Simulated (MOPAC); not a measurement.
# Frequency calculation of C2H7AlO2 (part 3 of 3)

The same run, continued: C2H7AlO2, SMILES C[O][Al]([CH3])[OH]; PM6, closed shell (MOPAC 23.2.5). The geometry was optimised with PM6.

Geometry of the input (Å):
```
C  -1.3746  -0.2805  1.2988
O  -0.2146  0.5639  1.3220
Al 0.7798  0.4692  -0.1105
C  0.4158  -0.6496  -1.6394
O  2.1733  1.5032  -0.0432
H  -1.8520  -0.0713  2.2683
H  -2.0666  -0.0106  0.4931
H  -1.1107  -1.3432  1.2515
H  -0.5287  -0.3531  -2.0987
H  1.2221  -0.5358  -2.3693
H  0.3546  -1.6939  -1.3297
H  2.2085  2.0067  0.8065
```

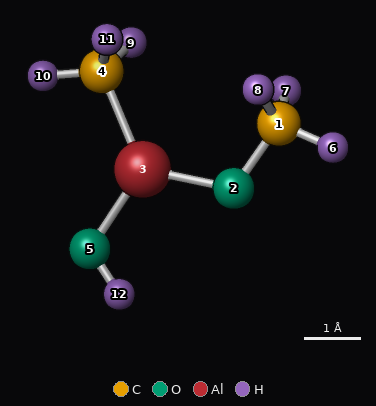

The structure as given in the input (ball-and-stick view, seen at a tilt; atoms are numbered from 1 in the order of the input). Sticks mark near contacts.

### Output, continued
```
 VIBRATION          1    1A"          ATOM PAIR      ENERGY CONTRIBUTION    RADIAL
 FREQUENCY            66.00         C  1 -- H  8         +24.6% (749.4%)     26.3%
 TRANSITION DIPOLE   0.1444         C  1 -- H  7         +24.6% (749.4%)     27.1%
 TRAVEL (Ang.)       0.0000         C  1 -- H  6         +20.9% (690.7%)      0.0%
 REDUCED MASS        0.8743         C  1 -- O  2         +12.4% (532.6%)      0.0%
 EFFECTIVE MASS    213.8373
 FORCE CONSTANT      0.0022

 VIBRATION          2    2A"          ATOM PAIR      ENERGY CONTRIBUTION    RADIAL
 FREQUENCY           123.93         C  1 -- H  6         +28.6% (398.1%)      0.0%
 TRANSITION DIPOLE   0.1086         C  1 -- H  7         +22.2% (350.4%)     12.2%
 TRAVEL (Ang.)       0.6531         C  1 -- H  8         +22.2% (350.4%)     12.9%
 REDUCED MASS        1.2756         C  1 -- O  2         +13.0% (267.9%)      0.0%
 EFFECTIVE MASS     55.9888
 FORCE CONSTANT      0.0115

 VIBRATION          3    1A'          ATOM PAIR      ENERGY CONTRIBUTION    RADIAL
 FREQUENCY           143.22         C  1 -- Al 3         +14.2% (371.7%)      2.4%
 TRANSITION DIPOLE   0.4042         Al 3 -- C  4         +12.5% (348.8%)      4.5%
 TRAVEL (Ang.)       0.4678         C  1 -- O  2         +11.4% (332.4%)      0.0%
 REDUCED MASS        2.1519         C  4 -- H  9         +10.2% (315.4%)      8.4%
 EFFECTIVE MASS    160.8514         C  4 -- H 11         +10.2% (315.4%)     12.5%
 FORCE CONSTANT      0.0260

 VIBRATION          4    2A'          ATOM PAIR      ENERGY CONTRIBUTION    RADIAL
 FREQUENCY           190.85         Al 3 -- O  5         +19.0% (243.2%)      0.1%
 TRANSITION DIPOLE   0.5705         Al 3 -- C  4         +18.6% (240.8%)      1.8%
 TRAVEL (Ang.)       0.3234         C  4 -- H  9         +11.9% (192.4%)     28.8%
 REDUCED MASS        3.3782         C  4 -- H 11         +11.9% (192.4%)     35.0%
 EFFECTIVE MASS     88.7694         C  4 -- H 10         +11.7% (191.1%)     91.6%
 FORCE CONSTANT      0.0725

 VIBRATION          5    3A"          ATOM PAIR      ENERGY CONTRIBUTION    RADIAL
 FREQUENCY           241.09         C  4 -- H 10         +28.0% (175.4%)      0.1%
 TRANSITION DIPOLE   0.4463         C  4 -- H 11         +21.3% (153.3%)      3.1%
 TRAVEL (Ang.)       0.2787         C  4 -- H  9         +21.3% (153.3%)      6.2%
 REDUCED MASS        3.6015         Al 3 -- C  4          +9.1% (100.3%)      0.0%
 EFFECTIVE MASS     21.0300
 FORCE CONSTANT      0.1233

 VIBRATION          6    4A"          ATOM PAIR      ENERGY CONTRIBUTION    RADIAL
 FREQUENCY           292.80         C  4 -- H  9         +29.7% (165.7%)      4.6%
 TRANSITION DIPOLE   0.3467         C  4 -- H 11         +29.7% (165.7%)      8.1%
 TRAVEL (Ang.)       0.4020         C  4 -- H 10         +23.1% (146.1%)      0.1%
 REDUCED MASS        1.4251         Al 3 -- C  4          +6.4% ( 76.7%)      0.0%
 EFFECTIVE MASS     11.7639
 FORCE CONSTANT      0.0720

 VIBRATION          7    3A'          ATOM PAIR      ENERGY CONTRIBUTION    RADIAL
 FREQUENCY           359.17         C  1 -- Al 3         +19.8% (160.0%)    100.0%
 TRANSITION DIPOLE   0.5737         C  1 -- O  2         +17.1% (148.9%)      1.5%
 TRAVEL (Ang.)       0.2440         C  1 -- H  7         +14.3% (136.0%)      1.0%
 REDUCED MASS        3.1534         C  1 -- H  8         +14.3% (136.0%)      0.9%
 EFFECTIVE MASS     26.6501         O  2 -- Al 3         +11.3% (120.8%)      1.0%
 FORCE CONSTANT      0.2397         C  1 -- H  6         +11.0% (119.5%)     44.3%

 VIBRATION          8    5A"          ATOM PAIR      ENERGY CONTRIBUTION    RADIAL
 FREQUENCY           386.34         O  5 -- H 12         +89.4% ( 96.6%)      0.0%
 TRANSITION DIPOLE   1.1678         Al 3 -- O  5          +4.1% ( 20.8%)      0.0%
 TRAVEL (Ang.)       0.4336         O  2 -- Al 3          +2.2% ( 15.3%)      0.0%
 REDUCED MASS        0.9285         C  1 -- Al 3          +1.1% ( 10.9%)      0.0%
 EFFECTIVE MASS      2.6254
 FORCE CONSTANT      0.0817

 VIBRATION          9    4A'          ATOM PAIR      ENERGY CONTRIBUTION    RADIAL
 FREQUENCY           761.99         Al 3 -- C  4         +13.6% ( 66.9%)     96.9%
 TRANSITION DIPOLE   0.7702         C  4 -- H  9         +12.6% ( 64.5%)     10.7%
 TRAVEL (Ang.)       0.1681         C  4 -- H 11         +12.6% ( 64.5%)     10.5%
 REDUCED MASS        3.1333         C  4 -- H 10         +12.6% ( 64.5%)     19.9%
 EFFECTIVE MASS     14.6252         O  2 -- Al 3         +12.6% ( 64.3%)     94.4%
 FORCE CONSTANT      1.0719         C  1 -- O  2         +11.2% ( 60.7%)      8.8%

 VIBRATION         10    5A'          ATOM PAIR      ENERGY CONTRIBUTION    RADIAL
 FREQUENCY           895.19         C  4 -- H 10         +20.1% ( 66.0%)      5.2%
 TRANSITION DIPOLE   0.7440         Al 3 -- O  5         +15.0% ( 57.0%)     87.3%
 TRAVEL (Ang.)       0.2294         O  2 -- Al 3         +11.2% ( 49.3%)     99.8%
 REDUCED MASS        1.4320         C  4 -- H 11         +11.0% ( 48.9%)     17.9%
 EFFECTIVE MASS     11.1851         C  4 -- H  9         +11.0% ( 48.8%)     13.6%
 FORCE CONSTANT      0.6761         Al 3 -- C  4         +10.6% ( 48.1%)     92.1%

 VIBRATION         11    6A"          ATOM PAIR      ENERGY CONTRIBUTION    RADIAL
 FREQUENCY           929.35         C  4 -- H  9         +39.0% ( 80.1%)     11.2%
 TRANSITION DIPOLE   0.8490         C  4 -- H 11         +39.0% ( 80.0%)      9.6%
 TRAVEL (Ang.)       0.3494         C  4 -- H 10         +12.3% ( 44.9%)      0.1%
 REDUCED MASS        0.5944         Al 3 -- C  4          +9.1% ( 38.7%)      0.0%
 EFFECTIVE MASS      2.9800
 FORCE CONSTANT      0.3025

 VIBRATION         12    6A'          ATOM PAIR      ENERGY CONTRIBUTION    RADIAL
 FREQUENCY           948.90         C  4 -- H 10         +20.2% ( 65.8%)     36.8%
 TRANSITION DIPOLE   1.5460         Al 3 -- C  4         +17.1% ( 60.6%)     51.3%
 TRAVEL (Ang.)       0.1878         O  2 -- Al 3         +11.1% ( 48.9%)     95.6%
 REDUCED MASS        2.0147         C  4 -- H 11         +10.8% ( 48.1%)      0.3%
 EFFECTIVE MASS      9.8966         C  4 -- H  9         +10.8% ( 48.1%)      0.0%
 FORCE CONSTANT      1.0688

 VIBRATION         13    7A'          ATOM PAIR      ENERGY CONTRIBUTION    RADIAL
 FREQUENCY          1011.07         Al 3 -- O  5         +29.4% ( 80.6%)     95.8%
 TRANSITION DIPOLE   3.9220         Al 3 -- C  4         +21.7% ( 69.3%)     76.2%
 TRAVEL (Ang.)       0.0983         O  2 -- Al 3         +10.6% ( 48.4%)      0.1%
 REDUCED MASS        6.9085         C  1 -- Al 3         +10.4% ( 48.0%)     23.6%
 EFFECTIVE MASS     17.9684
 FORCE CONSTANT      4.1610

 VIBRATION         14    7A"          ATOM PAIR      ENERGY CONTRIBUTION    RADIAL
 FREQUENCY          1096.63         C  1 -- H  8         +33.2% ( 73.9%)     13.2%
 TRANSITION DIPOLE   0.1944         C  1 -- H  7         +33.2% ( 73.9%)     12.9%
 TRAVEL (Ang.)       0.2995         C  1 -- H  6         +16.5% ( 52.0%)      0.0%
 REDUCED MASS        0.6854         C  1 -- O  2          +8.8% ( 38.1%)      0.0%
 EFFECTIVE MASS      3.0297
 FORCE CONSTANT      0.4856

 VIBRATION         15    8A'          ATOM PAIR      ENERGY CONTRIBUTION    RADIAL
 FREQUENCY          1118.04         O  5 -- H 12         +36.4% ( 73.6%)      8.0%
 TRANSITION DIPOLE   1.1154         C  1 -- H  6         +17.9% ( 51.5%)      2.2%
 TRAVEL (Ang.)       0.3028         C  1 -- O  2         +14.3% ( 46.1%)     82.3%
 REDUCED MASS        0.6580         C  1 -- H  7          +8.6% ( 35.7%)     24.9%
 EFFECTIVE MASS      4.5067
 FORCE CONSTANT      0.4846

 VIBRATION         16    9A'          ATOM PAIR      ENERGY CONTRIBUTION    RADIAL
 FREQUENCY          1132.52         C  1 -- O  2         +30.6% ( 80.5%)     99.7%
 TRANSITION DIPOLE   0.2925         O  5 -- H 12         +13.8% ( 54.2%)      4.9%
 TRAVEL (Ang.)       0.1432         C  1 -- H  6         +13.0% ( 52.5%)      1.2%
 REDUCED MASS        2.9046         C  1 -- Al 3         +12.2% ( 50.8%)     71.3%
 EFFECTIVE MASS      9.8913         C  1 -- H  7         +10.9% ( 48.0%)     18.3%
 FORCE CONSTANT      2.1949         C  1 -- H  8         +10.8% ( 48.0%)     18.1%

 VIBRATION         17   10A'          ATOM PAIR      ENERGY CONTRIBUTION    RADIAL
 FREQUENCY          1167.61         C  1 -- O  2         +20.0% ( 57.6%)     30.7%
 TRANSITION DIPOLE   1.1839         C  1 -- H  6         +17.7% ( 54.2%)     54.7%
 TRAVEL (Ang.)       0.1836         C  1 -- H  8         +15.9% ( 51.3%)      0.6%
 REDUCED MASS        1.7134         C  1 -- H  7         +15.9% ( 51.3%)      0.7%
 EFFECTIVE MASS      8.0264         O  2 -- Al 3         +14.8% ( 49.5%)     99.8%
 FORCE CONSTANT      1.3763

 VIBRATION         18   11A'          ATOM PAIR      ENERGY CONTRIBUTION    RADIAL
 FREQUENCY          1260.38         C  1 -- H  7         +38.5% ( 54.2%)      1.5%
 TRANSITION DIPOLE   0.5235         C  1 -- H  8         +38.5% ( 54.2%)      1.3%
 TRAVEL (Ang.)       0.3831         C  1 -- H  6         +13.0% ( 31.5%)     27.5%
 REDUCED MASS        0.3646         C  1 -- O  2          +3.7% ( 16.9%)     67.2%
 EFFECTIVE MASS      1.5410
 FORCE CONSTANT      0.3412

 VIBRATION         19    8A"          ATOM PAIR      ENERGY CONTRIBUTION    RADIAL
 FREQUENCY          1266.03         C  4 -- H 10         +53.9% ( 63.9%)      0.1%
 TRANSITION DIPOLE   0.6538         C  4 -- H  9         +20.5% ( 39.4%)     12.3%
 TRAVEL (Ang.)       0.3550         C  4 -- H 11         +20.5% ( 39.4%)      8.1%
 REDUCED MASS        0.4226         Al 3 -- C  4          +4.7% ( 18.8%)      0.0%
 EFFECTIVE MASS      1.5448
 FORCE CONSTANT      0.3991

 VIBRATION         20    9A"          ATOM PAIR      ENERGY CONTRIBUTION    RADIAL
 FREQUENCY          1270.83         C  1 -- H  6         +43.4% ( 56.5%)      0.0%
 TRANSITION DIPOLE   0.4076         C  1 -- H  8         +25.8% ( 43.6%)      6.5%
 TRAVEL (Ang.)       0.3858         C  1 -- H  7         +25.8% ( 43.6%)      6.2%
 REDUCED MASS        0.3565         C  1 -- Al 3          +2.4% ( 13.2%)      0.0%
 EFFECTIVE MASS      1.2840
 FORCE CONSTANT      0.3392

 VIBRATION         21   12A'          ATOM PAIR      ENERGY CONTRIBUTION    RADIAL
 FREQUENCY          1285.95         C  4 -- H 11         +38.8% ( 55.6%)      1.5%
 TRANSITION DIPOLE   0.6953         C  4 -- H  9         +38.7% ( 55.6%)      0.3%
 TRAVEL (Ang.)       0.3704         C  4 -- H 10         +15.5% ( 35.2%)     24.4%
 REDUCED MASS        0.3822         Al 3 -- C  4          +5.2% ( 20.4%)     24.6%
 EFFECTIVE MASS      1.6638
 FORCE CONSTANT      0.3724

 VIBRATION         22   13A'          ATOM PAIR      ENERGY CONTRIBUTION    RADIAL
 FREQUENCY          1312.14         C  4 -- H  9         +32.0% ( 59.8%)      1.8%
 TRANSITION DIPOLE   1.2161         C  4 -- H 11         +32.0% ( 59.8%)      2.3%
 TRAVEL (Ang.)       0.2702         C  4 -- H 10         +25.2% ( 53.0%)      0.6%
 REDUCED MASS        0.7041         Al 3 -- C  4         +10.4% ( 34.1%)     98.6%
 EFFECTIVE MASS      2.7551
 FORCE CONSTANT      0.7143

 VIBRATION         23   14A'          ATOM PAIR      ENERGY CONTRIBUTION    RADIAL
 FREQUENCY          1364.30         C  1 -- H  8         +31.0% ( 53.4%)      0.7%
 TRANSITION DIPOLE   0.2313         C  1 -- H  7         +31.0% ( 53.4%)      0.7%
 TRAVEL (Ang.)       0.3789         C  1 -- H  6         +29.3% ( 52.0%)      0.6%
 REDUCED MASS        0.3444         C  1 -- Al 3          +4.0% ( 19.3%)     88.8%
 EFFECTIVE MASS      1.7485
 FORCE CONSTANT      0.3776

 VIBRATION         24   15A'          ATOM PAIR      ENERGY CONTRIBUTION    RADIAL
 FREQUENCY          2549.97         O  5 -- H 12         +99.7% ( 99.9%)     97.8%
 TRANSITION DIPOLE   1.2997         Al 3 -- O  5          +0.3% (  5.3%)      9.7%
 TRAVEL (Ang.)       0.1669
 REDUCED MASS        0.9496
 EFFECTIVE MASS      1.3053
 FORCE CONSTANT      3.6381

 VIBRATION         25   10A"          ATOM PAIR      ENERGY CONTRIBUTION    RADIAL
 FREQUENCY          2672.12         C  1 -- H  8         +48.6% ( 72.2%)     98.2%
 TRANSITION DIPOLE   0.3436         C  1 -- H  7         +48.6% ( 72.1%)     97.9%
 TRAVEL (Ang.)       0.2241         C  1 -- Al 3          +0.9% (  9.9%)      0.0%
 REDUCED MASS        0.5026         C  1 -- O  2          +0.9% (  9.9%)      0.0%
 EFFECTIVE MASS      1.4720
 FORCE CONSTANT      2.1145

 VIBRATION         26   16A'          ATOM PAIR      ENERGY CONTRIBUTION    RADIAL
 FREQUENCY          2672.92         C  1 -- H  6         +57.0% ( 78.1%)     99.6%
 TRANSITION DIPOLE   0.5097         C  1 -- H  7         +20.6% ( 46.9%)     88.8%
 TRAVEL (Ang.)       0.2406         C  1 -- H  8         +20.5% ( 46.9%)     88.2%
 REDUCED MASS        0.4358         C  1 -- Al 3          +0.9% (  9.9%)     22.7%
 EFFECTIVE MASS      1.4552
 FORCE CONSTANT      1.8344

 VIBRATION         27   11A"          ATOM PAIR      ENERGY CONTRIBUTION    RADIAL
 FREQUENCY          2710.92         C  4 -- H  9         +49.2% ( 72.2%)     98.7%
 TRANSITION DIPOLE   0.6610         C  4 -- H 11         +49.1% ( 72.1%)     96.7%
 TRAVEL (Ang.)       0.2224         Al 3 -- C  4          +0.9% (  9.6%)      0.0%
 REDUCED MASS        0.5028         C  4 -- H 10          +0.8% (  9.3%)      0.2%
 EFFECTIVE MASS      1.4697
 FORCE CONSTANT      2.1773

 VIBRATION         28   17A'          ATOM PAIR      ENERGY CONTRIBUTION    RADIAL
 FREQUENCY          2713.81         C  4 -- H 10         +63.0% ( 81.6%)     99.4%
 TRANSITION DIPOLE   0.6899         C  4 -- H 11         +18.2% ( 43.9%)     89.6%
 TRAVEL (Ang.)       0.2271         C  4 -- H  9         +18.0% ( 43.6%)     84.4%
 REDUCED MASS        0.4820         Al 3 -- C  4          +0.9% (  9.7%)      0.1%
 EFFECTIVE MASS      1.4684
 FORCE CONSTANT      2.0913

 VIBRATION         29   18A'          ATOM PAIR      ENERGY CONTRIBUTION    RADIAL
 FREQUENCY          2757.22         C  1 -- H  6         +41.9% ( 62.3%)     97.3%
 TRANSITION DIPOLE   0.2006         C  1 -- H  7         +28.9% ( 51.7%)     95.7%
 TRAVEL (Ang.)       0.2694         C  1 -- H  8         +28.8% ( 51.7%)     95.7%
 REDUCED MASS        0.3369         C  1 -- Al 3          +0.2% (  4.5%)     89.7%
 EFFECTIVE MASS      1.1037
 FORCE CONSTANT      1.5091

 VIBRATION         30   19A'          ATOM PAIR      ENERGY CONTRIBUTION    RADIAL
 FREQUENCY          2791.28         C  4 -- H 10         +35.9% ( 57.7%)     96.3%
 TRANSITION DIPOLE   0.6448         C  4 -- H  9         +31.9% ( 54.4%)     95.3%
 TRAVEL (Ang.)       0.2714         C  4 -- H 11         +31.9% ( 54.4%)     95.1%
 REDUCED MASS        0.3280         Al 3 -- C  4          +0.2% (  4.5%)     99.4%
 EFFECTIVE MASS      1.1174
 FORCE CONSTANT      1.5057

      SYMMETRY NUMBER FOR POINT-GROUP Cs  =  1

          SYSTEM IS A GROUND STATE

 job C2H7AlO2

          MOLECULE IS NOT LINEAR

          THERE ARE 30 GENUINE VIBRATIONS IN THIS SYSTEM
          THIS THERMODYNAMICS CALCULATION IS LIMITED TO
          MOLECULES WHICH HAVE NO INTERNAL ROTATIONS

                    CALCULATED THERMODYNAMIC PROPERTIES
                                          *
   TEMP. (K)   PARTITION FUNCTION   H.O.F.    ENTHALPY  HEAT CAPACITY ENTROPY
                                   KCAL/MOL   CAL/MOLE    CAL/K/MOL  CAL/K/MOL

 298.00  VIB.     0.8242D+02                  2982.5526    18.6065    18.7757
         ROT.     0.1601D+06                   888.2803     2.9808    26.7949
         INT.     0.1320D+08                  3870.8329    21.5873    45.5706
         TRA.     0.8262D+27                  1480.4672     4.9680    39.4036
         TOT.                     -149.001    5351.3000    26.5553    84.9742

 298.00  VIB.     0.8242D+02                  2982.5526    18.6065    18.7757
         ROT.     0.1601D+06                   888.2803     2.9808    26.7949
         INT.     0.1320D+08                  3870.8329    21.5873    45.5706
         TRA.     0.8262D+27                  1480.4672     4.9680    39.4036
         TOT.                     -149.001    5351.3000    26.5553    84.9742

 398.00  VIB.     0.4318D+03                  5120.9816    24.1137    24.9249
         ROT.     0.2472D+06                  1186.3609     2.9808    27.6574
         INT.     0.1067D+09                  6307.3426    27.0945    52.5823
         TRA.     0.1275D+28                  1977.2682     4.9680    40.8412
         TOT.                     -146.067    8284.6108    32.0625    93.4235

   *: NOTE: HEATS OF FORMATION ARE RELATIVE TO THE
            ELEMENTS IN THEIR STANDARD STATE AT 298K
              (=  Standard Enthalpy of Formation).

            Hvib:  Zero-point energy is not included.
                   frequencies of less than zero cm-1 are not included.
            Hrot = (3/2)RT
            Htra = (3/2)RT + pV = (5/2)RT

            Heat capacity is Cp, not Cv

           FORCE CONSTANT IN CARTESIAN COORDINATES (Millidynes/A)

    ATOM   CHEMICAL       X               Y               Z
   NUMBER   SYMBOL  FORCE CONSTANT  FORCE CONSTANT  FORCE CONSTANT

      1       C        6.706366        6.340882        6.121407
      2       O        6.462134        5.388371        0.552011
      3      Al        7.936673        8.024004        1.150131
      4       C        6.198102        6.435714        5.918190
      5       O        6.024016        3.264323        0.202703
      6       H        1.008442        3.864633        0.534215
      7       H        1.312950        1.186312        2.908286
      8       H        1.317261        1.191439        2.898847
      9       H        1.809629        0.642904        2.939797
     10       H        2.028370        2.795183        0.546815
     11       H        1.816302        0.643988        2.932040
     12       H        1.415304        2.932929        0.078882

 *                    *
 * JOB ENDED NORMALLY *
 *                    *

 TOTAL JOB TIME:             0.11 SECONDS

 == MOPAC DONE ==
```

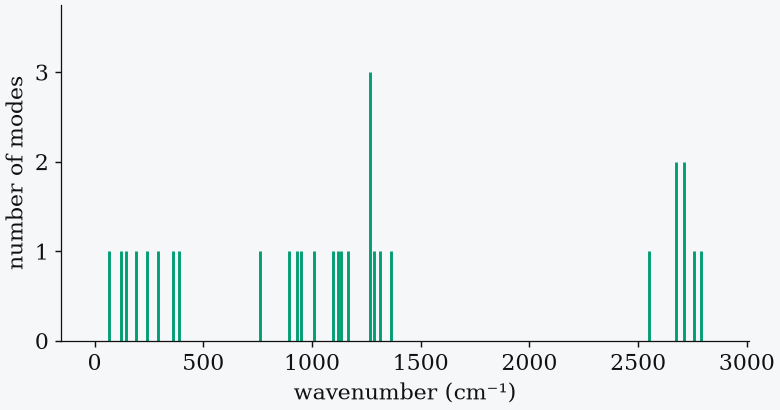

Harmonic vibrational wavenumbers from the force constants; neighbouring modes closer than 12 cm⁻¹ are counted in one stick. 30 modes from 66 to 2791 cm⁻¹, none imaginary.

### Results in brief

```csv
quantity,value
outcome,converged
heat of formation,−149.00 kcal/mol
basis functions,32
zero-point energy,0.085414 hartree
"wavenumbers, lowest and highest",66 and 2791 cm⁻¹
peak memory,0.073 GiB
```

### Notes

MOPAC's energies along a path are heats of formation.
